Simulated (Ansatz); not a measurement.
# P2Ir (P2_1/c): converging the G0W0 gap, part 2 of 2

Wanted: a G0W0 gap for P2Ir (P2_1/c) that is converged in bands and cutoff, or an estimate of the limit.

Ansatz 0.2.0; G0W0 on LDA, plane waves, PAW. Known limits of the many-body steps: not at the basis limit; no spin polarisation; d states lean on the start; no spin-orbit coupling; coarse k mesh.

So far. Step 5 (Changing the k mesh: 2×2×2 mesh, 391 empty bands …): Against the run with 4×2×4 mesh, 391 empty bands, screening to 96 eV, the gap moves by −0.009 eV. Step 6 (Changing the frequency model: 4×2×4 mesh, 391 empty …): Against the run with 4×2×4 mesh, 391 empty bands, screening to 96 eV, the gap moves by +0.05 eV.

### 7. Changing the files: 4×2×4 mesh, 391 empty bands, screening to 96 eV, hard PAW files

Other atomic data (hard PAW) test the pseudisation: the cutoff goes from 420 to 620 eV and the valence electrons from 108 to 164, which opens shells that were frozen.

input.yaml

```yaml
crystal:
  lattice:
    - [5.7723350975, 0.0, 0.0]
    - [0.0, 5.80673151, 0.0]
    - [-2.1284997265, 0.0, 5.4731408836]
  atoms:
    - { symbol: P, position: [0.1580067, 0.88188186, 0.87028772] }
    - { symbol: P, position: [0.8419933, 0.38188186, 0.62971228] }
    - { symbol: P, position: [0.8419933, 0.11811814, 0.12971228] }
    - { symbol: P, position: [0.1580067, 0.61811814, 0.37028772] }
    - { symbol: P, position: [0.33432299, 0.37720527, 0.18854639] }
    - { symbol: P, position: [0.66567701, 0.87720527, 0.31145361] }
    - { symbol: P, position: [0.66567701, 0.62279473, 0.81145361] }
    - { symbol: P, position: [0.33432299, 0.12279473, 0.68854639] }
    - { symbol: Ir, position: [0.27186641, 0.49883041, 0.79157869] }
    - { symbol: Ir, position: [0.72813359, 0.99883041, 0.70842131] }
    - { symbol: Ir, position: [0.72813359, 0.50116959, 0.20842131] }
    - { symbol: Ir, position: [0.27186641, 0.00116959, 0.29157869] }
kpoints:
  mp_grid: { grid: [4, 2, 4] }
hamiltonian:
  xc: lda
  pseudopotentials: { kind: paw, source: ansatz }
scf:
  occupations: { method: fixed }
gw:
  n_empty_bands: 391
  ecut_chi: 96
  qp_bands: [v4, c4]
  qp_kpoints: band_edges
  screening: { model: contour_deformation }
```

Started as:

```sh
$ ansatz run input.yaml --threads 24 --pin off --max-ram 82944MiB --backend cuda --events-out ev --progress --plain --runs-dir out --devices 1 --max-vram 78GiB
```

Numbers of over 12 decimals in the logs are rounded to 6 here.

Output:

```text
GPUs: using 1 of 1 available (devices: 1).
[...]
Crystal: 12 atoms, lattice volume = 183.451 Å³
Basis set: ecut = 620 eV, 6449 PW (Γ)
Bands: 99, of which v1, the nominal top of the filled ones, is band 82 counted from 1 (81 counted from 0)
Symmetry: 4 space group operations
[...]
k-points: 20 of 32
[...]
12    84     16.7163   -15.9471    -3.2459   -19.7509  0.7701    17.2786    17.2742  root
    12    85     17.0942   -17.3045    -3.5365   -21.5172  0.7694    17.7764    17.7704  root
[...]
19    83     16.8249   -18.4341    -3.3452   -22.4991  0.7739    17.5512    17.5447  root
    19    84     16.8249   -18.4341    -3.3452   -22.4991  0.7739    17.5512    17.5447  root
    19    85     17.5924   -14.1171    -3.8226   -18.4521  0.7580    18.1099    18.1047  root
    19    86     17.5924   -14.1171    -3.8226   -18.4521  0.7580    18.1099    18.1047  root
[key lines of the parts left out:]
SCF converged after 9 iterations
Free energy (F): -90823.295563 eV
```

The job ended after 18 s (1 × NVIDIA GB200 (shared by 2 runs) with 24 threads of Arm Neoverse V2, shared host; peak memory 3.2 GiB).

Numbers from this step:

```
bands summed                                 : 473
RPA ε∞ on this mesh (eigenvalues)            : 15.88, 17.57, 18.90
plane waves in the screening matrix          : 399
G0W0 gap on the mesh                         : 1.141 eV
k of the valence top                         : -0.5, -0.5, -0.5
k of the conduction bottom                   : 0, 0, 0
starting gap on the mesh                     : 0.6129 eV
least direct G0W0 gap on the computed points : 2.014 eV
```

Against the run with 4×2×4 mesh, 391 empty bands, screening to 96 eV, the gap moves by +0.002 eV.

### 8. Side by side

Times are wall times on 1 × NVIDIA GB200 (shared by 2 runs) with 24 threads of Arm Neoverse V2, shared host, good to a factor of about two.

| mesh | files | frequency | bands summed | cutoff (eV) | start (eV) | G0W0 (eV) | time | host memory (GiB) |
| --- | --- | --- | --- | --- | --- | --- | --- | --- |
| 4×2×4 | default PAW | contour deformation | 192 | 48 | 0.613 | 1.100 | 5.6 s | 1.6 |
| 4×2×4 | default PAW | contour deformation | 445 | 96 | 0.613 | 1.139 | 11 s | 2.4 |
| 4×2×4 | default PAW | contour deformation | 897 | 160 | 0.613 | 1.152 | 42 s | 4.7 |
| 2×2×2 | default PAW | contour deformation | 445 | 96 | 0.604 | 1.130 | 2.8 s | 1.7 |
| 4×2×4 | default PAW | plasmon pole | 445 | 96 | 0.613 | 1.191 | 14 s | 2.7 |
| 4×2×4 | hard PAW | contour deformation | 473 | 96 | 0.613 | 1.141 | 18 s | 3.2 |

How the two edges are built up, in eV (the quasiparticle level is the starting level plus Σx plus Σc less Vxc):

```
      run               edge  start      Σx     Σc     Vxc     Z     QP
192 bands        valence top  13.77  -17.09   1.48  -16.15  0.79  14.31
192 bands  conduction bottom  14.38  -17.67  -2.24  -20.94  0.78  15.41
445 bands        valence top  13.77  -17.09   0.98  -16.15  0.78  13.82
445 bands  conduction bottom  14.38  -17.67  -2.70  -20.94  0.77  14.96
897 bands        valence top  13.77  -17.09   0.74  -16.15  0.78  13.58
897 bands  conduction bottom  14.38  -17.67  -2.92  -20.94  0.77  14.73
```

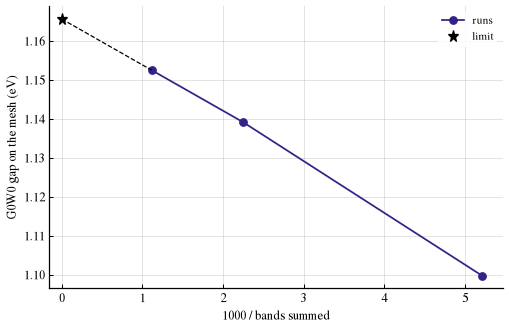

The gap against one over the number of bands; the dashed line carries the two highest rungs to the limit.

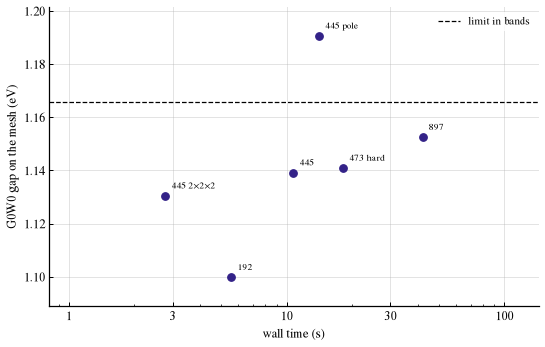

Result against wall time.

### 9. Outcome

| Property | Result |
| --- | --- |
| 192 bands, 48 eV | 1.100 eV |
| 445 bands, 96 eV | 1.139 eV |
| 897 bands, 160 eV | 1.152 eV |
| estimated limit in bands and cutoff | 1.17 eV |
| mesh and start | 4×2×4, LDA |

A line in one over the bands through the two highest rungs gives 1.17 eV, +0.01 eV from the top rung; the pair below gives 1.17 eV, in fair agreement. The rungs stand 0.07 eV (192 bands), 0.03 eV (445 bands) and 0.01 eV (897 bands) from it. From 192 to 897 bands the gap moves by +0.05 eV while the time grows 7.6-fold. Σc changes by −0.73 eV at the valence top and −0.68 eV at the conduction bottom, so the levels themselves move more than the gap between them. On the 2×2×2 mesh in place of 4×2×4 the gap differs by −0.01 eV, of which −0.01 eV is already in the start. The plasmon-pole model gives +0.05 eV against contour deformation, 10 % of the correction, and saved no time in this program. Hard PAW files move the gap by +0.002 eV at equal bands and cutoff, −0.0002 eV of it in the start. The cheapest rung within 0.1 eV of this estimate is that with 192 bands (5.6 s). The 4×2×4 mesh is coarse for this cell (its supercell is 12 Å along the shortest edge). The RPA ε∞ on it, from the LDA start, is 15.78, 17.46 and 18.80; such meshes misread the long-range screening, most where the gap is narrow. The runs have no spin polarisation. For a closed low-spin shell that is the natural state; where a d or f shell is open it is a constraint, and the gap is then not the crystal's own. With d states at the gap, one-shot GW leans hard on its start. The many-body steps are scalar-relativistic: spin-orbit coupling is not in them.

[Paths, hosts, dates, memory and timing lines, banners, echoed tables and standing remarks are left out of the program output.]

[Logs are printed without paths, hosts, clocks, repeated set-up lines and the standing remarks that a program may print on its own settings, such as how far it seeks lower states.]

[Runs of the session that timed out or met a known fault of the program may be left out.]

[Cells called generated may have been cut or substituted from an entry of the Crystallography Open Database or the Materials Project.]

[Hosts, paths, dates, database ids (printed as entryN), source tags and the programs' standing remarks are cut or masked in the printed files.]
